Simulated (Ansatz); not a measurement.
Given this structure:

```
Pt
1.0
     3.94022    0.00000    0.00000
     0.00000    3.94022    0.00000
     0.00000    0.00000    3.94022
Pt
4
Direct
  0.00000 0.00000 0.00000
  0.00000 0.50000 0.50000
  0.50000 0.00000 0.50000
  0.50000 0.50000 0.00000
```

**What does this file describe?**

The element is platinum. The atoms follow space group Fm-3m (No. 225); the Bravais lattice is face-centred cubic. The prototype is face-centred cubic (Cu type). The cell holds four atoms. Around each Pt lie twelve Pt in a cuboctahedral arrangement at 2.79 Å. The bonds build a three-dimensional framework.

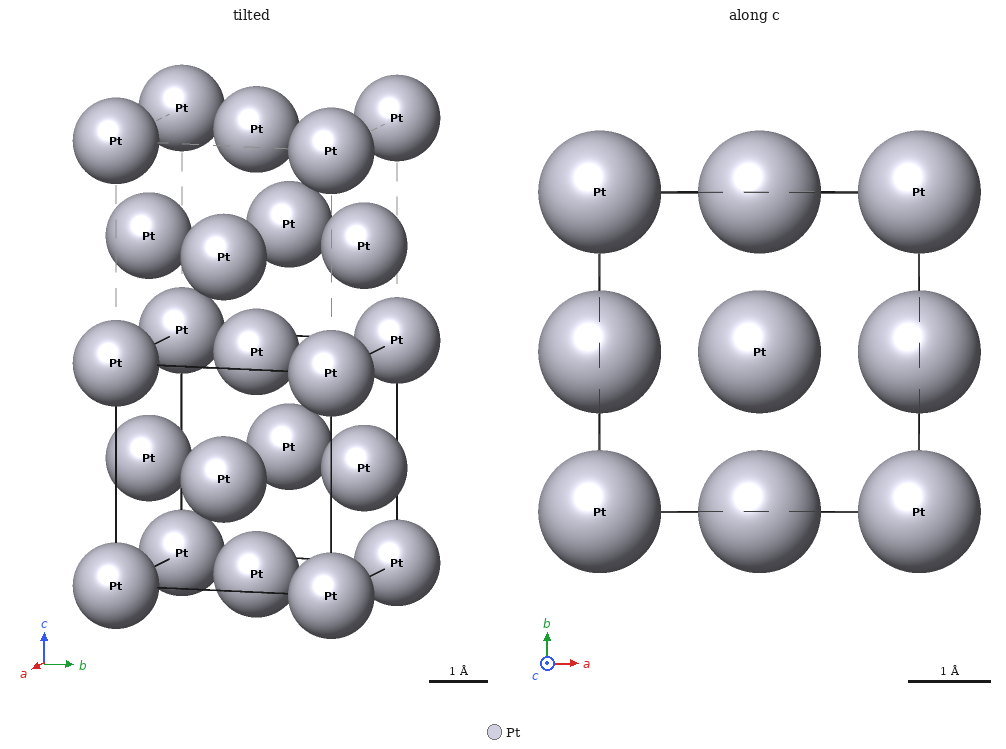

This spheres-only model is shown slightly off an axis and along the c axis. The structure is repeated 1×1×2 times; solid lines mark one conventional unit cell.

Its origin is a structure listed in the Materials Project. Earlier steps of the study may have refined or changed the cell and positions. It was run through Ansatz as a DFT input.
